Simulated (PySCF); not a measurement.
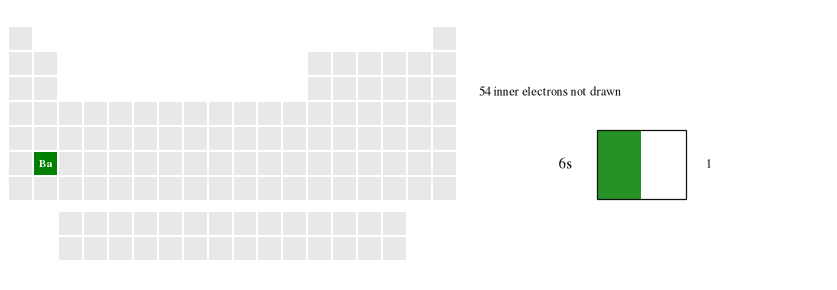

Fig. 1: Left, the place of barium in the periodic table; right, the outer shells of the nominal configuration: a box for each of the 2l + 1 orbitals, shaded by the share of the shell that is filled, with the electron count at the right.

**Run report: Ba⁺, atomic calculation**

- system: Ba⁺, configuration 1s2 2s2 2p6 3s2 3p6 3d10 4s2 4p6 4d10 5s2 5p6 6s1, multiplicity 2.
- method: unrestricted MN15, Sapporo-DKH3-DZP-2012, spin-free X2C-1e, Gaussian nucleus (PySCF)

## The input
```python
from pyscf import gto, scf, dft, mp, cc
import basis_set_exchange as bse
mol = gto.M(atom="Ba 0 0 0", charge=1, spin=1, symmetry="D2h",
            basis=gto.basis.parse(bse.get_basis("Sapporo-DKH3-DZP-2012", elements=["Ba"], fmt="nwchem", header=False)),
            nucmod="G")
mf = dft.UKS(mol, xc="MN15").sfx2c1e()
mf.irrep_nelec = {'Ag': (10, 9), 'B1g': (2, 2), 'B2g': (2, 2), 'B3g': (2, 2), 'B1u': (4, 4), 'B2u': (4, 4), 'B3u': (4, 4)}
mf.kernel()
```

The script is an equivalent of what the driver set up; the driver started from orbitals of its own, so the log can be shorter than this script's would be, and it computed the properties (radii, ⟨L²⟩, response) afterwards. It also set what the script leaves out: hgrid = 0.5. It held the occupations shell by shell, which the script's counts by irreducible representation don't always enforce.

The run was one of a batch that the task file lists, launched with:
```bash
OMP_NUM_THREADS=1 python <driver script> TASK.json OUT
```

## The program's output (extracts)
```
damping factor = 0
level_shift factor = 0
DIIS = <class 'pyscf.scf.diis.CDIIS'>
diis_start_cycle = 1
diis_space = 10
diis_damp = 0
SCF conv_tol = 1e-09
SCF conv_tol_grad = None
number electrons alpha = 28  beta = 27
XC functionals = MN15
    H. S. Yu, X. He, S. L. Li, and D. G. Truhlar.,  Chem. Sci. 7, 5032-5051 (2016)
    H. S. Yu, X. He, S. L. Li, and D. G. Truhlar.,  Chem. Sci. 7, 5032-5051 (2016)
cycle= 1 E= -8142.55547747772  delta_E= -0.00757  |g|= 0.046  |ddm|= 0.598
cycle= 2 E= -8142.55613911848  delta_E= -0.000662  |g|= 0.0171  |ddm|= 0.162
cycle= 3 E= -8142.55623484843  delta_E= -9.57e-05  |g|= 0.00126  |ddm|= 0.0449
cycle= 4 E= -8142.55623719437  delta_E= -2.35e-06  |g|= 0.000107  |ddm|= 0.0146
cycle= 5 E= -8142.55623720341  delta_E= -9.04e-09  |g|= 9.5e-06  |ddm|= 0.000554
cycle= 6 E= -8142.55623720354  delta_E= -1.26e-10  |g|= 7.86e-07  |ddm|= 9.98e-05
converged SCF energy = -8142.55623720354  <S^2> = 0.75203911  2S+1 = 2.0020381
```

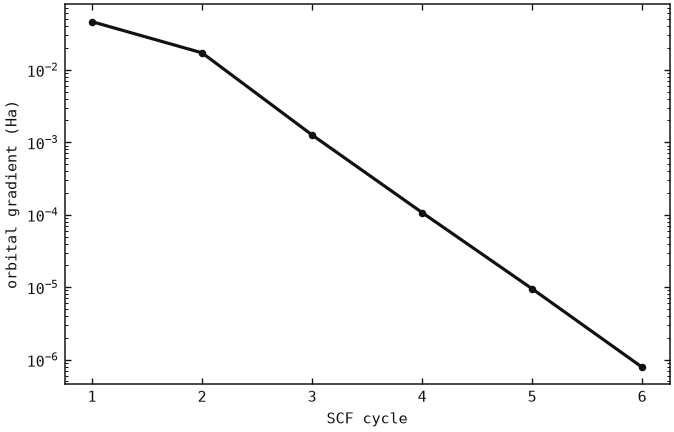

Fig. 2: Convergence: orbital gradient against the SCF cycle. The residual falls at every step. It goes from 0.046 to 7.9×10⁻⁷ in 6 steps.

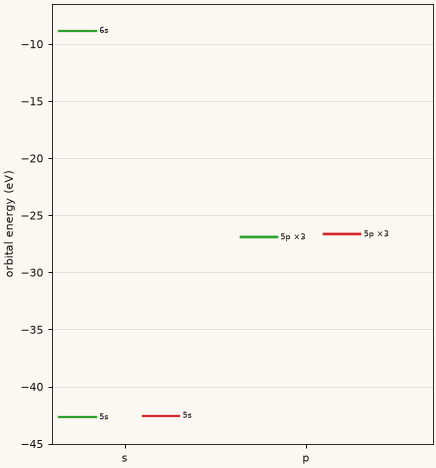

Fig. 3: Orbital energies of the mean field, from the top down to −42.7 eV, by angular momentum, α spin at the left of each column and β at the right; ×n counts the orbitals under one label. The highest filled orbital is 6s α at −8.85 eV, the lowest empty one s β at −5.49 eV.

## Outcome

- outcome: converged
- total energy: −8142.5562 hartree
- ⟨S²⟩: 0.752
- SCF iterations: 6
- hardware: 1 thread of Arm Neoverse N1, 15 GiB of memory available, shared host

## What is odd here

One thing in this input was made odd on purpose: grid misses charge; radial grid too coarse. The program ran to the end. Its numbers are those of this setting; this run alone doesn't show how far the oddity moves them.
